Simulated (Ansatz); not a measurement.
## Electronic structure of F$_{2}$GaHO (SMILES [OH][Ga]([F])[F]) in real space

Input file:

```
crystal:
  periodic: [false, false, false]
  atoms:
    - {symbol: O, position_ang: [0.021227, 1.334424, 0.084289]}
    - {symbol: Ga, position_ang: [0.186123, -0.415058, 0.103773]}
    - {symbol: F, position_ang: [1.433421, -1.176672, 1.026604]}
    - {symbol: F, position_ang: [-0.882683, -1.452130, -0.791940]}
    - {symbol: H, position_ang: [-0.708088, 1.635835, -0.464227]}
basis:
  gaussian: {orbitals: def2-TZVPP}
hamiltonian: {xc: pbe0, dispersion: d4}
output: {orbitals: {seedname: orbitals}}
```

Run with:

```sh
ansatz run in.yaml --threads 4 --pin off --events-out ev --progress --plain --max-ram 10444MiB
```

Geometry: PBE0-D4/def2-TZVP.

These are results of Ansatz 0.2.0, RKS PBE0-D4/def2-TZVPP, not measurements.

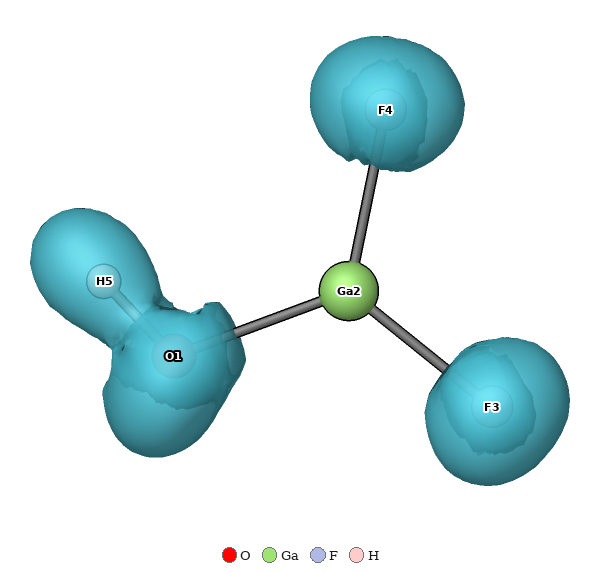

Figure 1. Isosurface of the ELF at 0.8 (cyan), seen across its widest extent. Only the valence region is drawn (cores and ρ < 0.01 e/Å³ removed).

**Identify the bonds, lone pairs and shells in this picture.**

The ELF exceeds this value in two regions wrapped around F (the valence shell of each) and one joined region spread over several atoms (H, O), in which their bonds and any lone pairs are merged. Profiles from the grid: Ga–F (1.73 Å): the ELF peaks at about 0.80 in the valence shell of F, 0.5 Å from its nucleus, and is about 0.15 at the midpoint. Ga–O (1.76 Å): the ELF peaks at about 0.85 in the valence shell of O, 0.6 Å from its nucleus, and is about 0.25 at the midpoint.

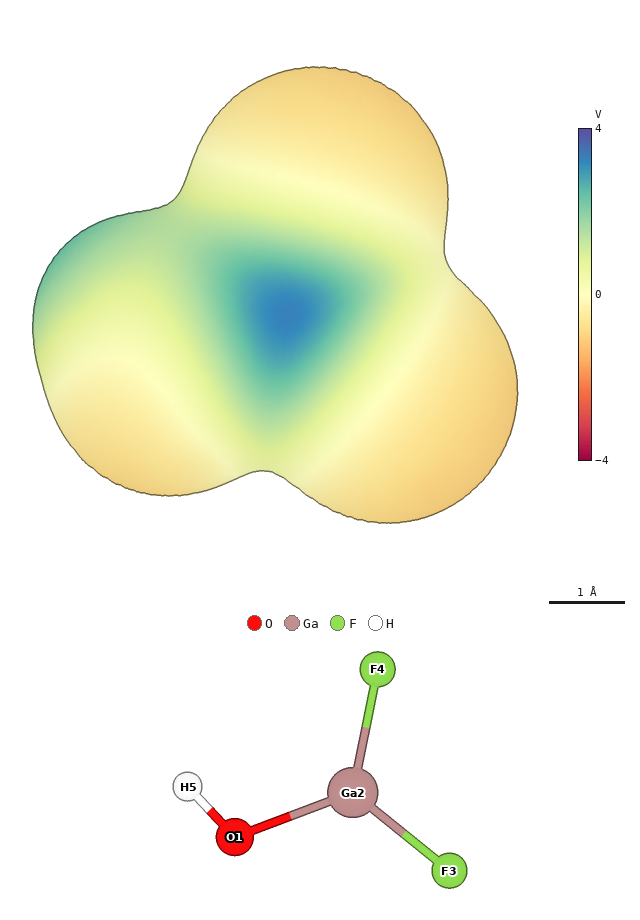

Figure 2. The electrostatic potential painted on the density surface at 0.001 e/bohr³, seen at a tilt; the colour scale runs from red (negative) to blue (positive). The bare structure is drawn below in the same view.

**Describe the electrostatic potential map.**

The most negative region (about −1.0 V) lies over F3 and F4, the most positive (about +3.2 V) over Ga2.

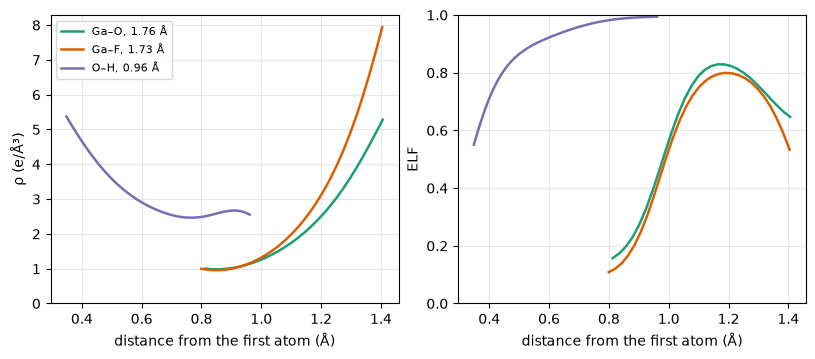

Figure 3. Electron density and ELF along straight lines between neighbouring atoms. The curves leave out the atomic cores.

**Compare the contacts.**

Ga–O (1.76 Å): ρ is about 0.99 e/Å³ halfway; the ELF peaks at about 0.85 in the valence shell of O, 0.6 Å from its nucleus, and is about 0.25 at the midpoint.
Ga–F (1.73 Å): the density is about 0.96 e/Å³ at the midpoint; the ELF peaks at about 0.80 in the valence shell of F, 0.5 Å from its nucleus, and is about 0.15 at the midpoint.
O–H (0.96 Å): ρ is about 3.8 e/Å³ halfway; the ELF climbs to about 1 towards the hydrogen, as it does in any bond to H; a covalent bond by its length.
